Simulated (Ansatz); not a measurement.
# B2H4F2 (SMILES [BH2-]1[F+][BH2-][F+]1): CCSD(T)/cc-pVDZ

What is the vertical ionisation energy of B2H4F2 at CCSD(T)/cc-pVDZ? 

The calculation is run with Ansatz 0.2.0.

56 further runs of the same task are left out: 56 set aside as unsound or not needed.

### 1 The molecule

B2H4F2 has 8 atoms, charge 0, and is taken as a singlet. SMILES: `[BH2-]1[F+][BH2-][F+]1`. Geometry: relaxed at PBE0-D4/def2-TZVP.

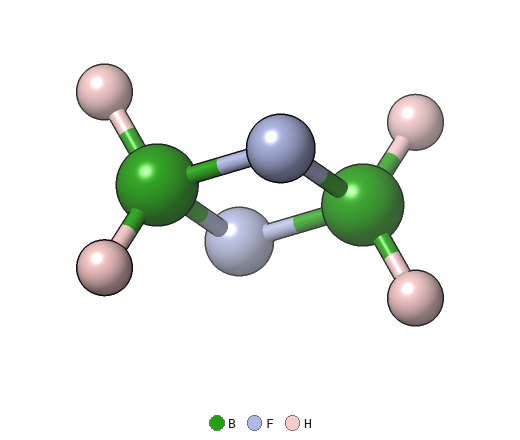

Viewed from a chosen angle; boron green, fluorine light blue, hydrogen pink.

### 2 A single-point energy at CCSD(T)/cc-pVDZ

Contents of input.yaml:

```yaml
crystal:
  periodic: [false, false, false]
  atoms:
    - {symbol: B, position_ang: [-0.488000, 0.947300, -0.293800]}
    - {symbol: F, position_ang: [0.637300, 0.536000, 0.670600]}
    - {symbol: B, position_ang: [0.488000, -0.947200, 0.293900]}
    - {symbol: F, position_ang: [-0.636800, -0.535900, -0.671100]}
    - {symbol: H, position_ang: [-0.036000, 1.557300, -1.210300]}
    - {symbol: H, position_ang: [-1.440200, 1.308400, 0.322000]}
    - {symbol: H, position_ang: [1.440200, -1.309100, -0.321600]}
    - {symbol: H, position_ang: [0.035400, -1.556800, 1.210300]}
basis:
  gaussian:
    orbitals: cc-pVDZ
correlation:
  method: ccsd_t
  frozen_orbitals: {B: 1, F: 1, H: 0}
accuracy: high
scf:
  omitted_lower_state_checks: [cluster_reference, increment]
```

Run with:

```sh
$ ansatz run input.yaml --threads 1 --pin off --max-ram 3480MiB --events-out events.jsonl --progress --plain --runs-dir runs
```

The program printed, cut to the lines that bear on the results:

```text
Warning: RAYON_NUM_THREADS=1 ignored (pool sized by the plan → 1); use --threads N
Functional definition: HF
  name "HF"
[...]
1771 factors; integrals over basis functions are off by at most 3.5e-9 eV
[...]
mean field -6820.10356772 eV, -250.6341832815 hartree, gradient 2.1e-8 eV, S^2 0.000000; 0 other end points of the search recorded, 0 dependent functions left out
4 core orbitals not correlated: weight in the atoms' cores, before any rotation towards them, 1.000 or more for the frozen orbitals, at most 0.000 for the correlated occupied ones
reference -6820.10356772 eV, -250.6341832815 hartree; 12, 12 occupied and 60, 60 virtual orbitals, 1771 factors
second order -15.42718641 eV of doubles, -0.00000000 eV of singles
cycle   1  -15.83138906 eV  change   -4.0e-1 eV  update   8.8e-2
[...]
cycle  18  -16.32822045 eV  change   -1.6e-9 eV  update   1.9e-9
perturbative correction -0.32153765 eV, -0.0118162906 hartree
Total energy: -6836.75332582 eV, -251.2460506062 hartree
Checks for a lower state left out: cluster_reference, increment
```

Run time: 6.3 s. Hardware: 1 thread of AMD EPYC 9R45 (Zen 5), shared host; peak memory 0.42 GiB.

### 3 The doublet cation, same level

Contents of job.yaml:

```yaml
basis:
  gaussian:
    orbitals: cc-pVDZ
crystal:
  periodic: [false, false, false]
  atoms:
    - {symbol: B, position_ang: [-0.488000, 0.947300, -0.293800]}
    - {symbol: F, position_ang: [0.637300, 0.536000, 0.670600]}
    - {symbol: B, position_ang: [0.488000, -0.947200, 0.293900]}
    - {symbol: F, position_ang: [-0.636800, -0.535900, -0.671100]}
    - {symbol: H, position_ang: [-0.036000, 1.557300, -1.210300]}
    - {symbol: H, position_ang: [-1.440200, 1.308400, 0.322000]}
    - {symbol: H, position_ang: [1.440200, -1.309100, -0.321600]}
    - {symbol: H, position_ang: [0.035400, -1.556800, 1.210300]}
scf:
  omitted_lower_state_checks: [cluster_reference, increment]
magnetization:
  spin_polarized: true
  initial_magnetization: 1
total_charge: 1
correlation:
  method: ccsd_t
  frozen_orbitals: {B: 1, F: 1, H: 0}
accuracy: high
```

Run with:

```sh
$ ansatz run job.yaml --threads 1 --pin off --max-ram 3480MiB --events-out events.jsonl --progress --plain --runs-dir runs
```

The program printed, cut to the lines that bear on the results:

```text
Warning: RAYON_NUM_THREADS=1 ignored (pool sized by the plan → 1); use --threads N
[... 2 set-up lines as earlier in the session ...]
[...]
1770 factors; integrals over basis functions are off by at most 3.5e-9 eV
[...]
mean field -6807.80443697 eV, -250.1821985632 hartree, gradient 2.0e-8 eV, S^2 0.777184; 4 other end points of the search recorded, 0 dependent functions left out
4 core orbitals not correlated: weight in the atoms' cores, before any rotation towards them, 1.000 or more for the frozen orbitals, at most 0.000 for the correlated occupied ones
reference -6807.80443697 eV, -250.1821985632 hartree; 12, 11 occupied and 60, 61 virtual orbitals, 1770 factors
second order -15.23267424 eV of doubles, -0.00000000 eV of singles
cycle   1  -15.41579705 eV  change   -1.8e-1 eV  update   1.3e-1
[...]
cycle  28  -16.30312634 eV  change   -1.5e-9 eV  update   1.5e-9
perturbative correction -0.49530089 eV, -0.0182019721 hartree
Total energy: -6824.60286421 eV, -250.7995293776 hartree
Checks for a lower state left out: cluster_reference, increment
```

It took 25 s on 1 thread of AMD EPYC 9R45 (Zen 5), shared host; peak memory 0.78 GiB.

### 4 Outcome

At CCSD(T)/cc-pVDZ, 4 core orbitals frozen:

| quantity | value |
| --- | --- |
| singlet B2H4F2: total energy | -251.24605 Eh |
| singlet B2H4F2: correlation energy (4 core orbitals frozen) | -611.9 mEh |
| singlet B2H4F2: (T) correction | -11.82 mEh |
| singlet B2H4F2: T1 diagnostic | 0.011 |
| doublet cation: total energy | -250.79953 Eh |
| doublet cation: correlation energy (4 core orbitals frozen) | -617.3 mEh |
| doublet cation: (T) correction | -18.20 mEh |
| doublet cation: ⟨S²⟩ of the reference determinant | 0.777 |
| doublet cation: T1 diagnostic | 0.082 |
| vertical ionisation energy (to the doublet cation) | 12.150 eV |

What this shows: The vertical ionisation energy comes to 12.15 eV (280 kcal/mol). The triples (singlet B2H4F2) make up 1.9 % of the correlation energy. The T1 diagnostic (doublet cation) of 0.082 is above the customary mark for such species, so a single reference may not serve. The triples (doublet cation) make up 2.9 % of the correlation energy.
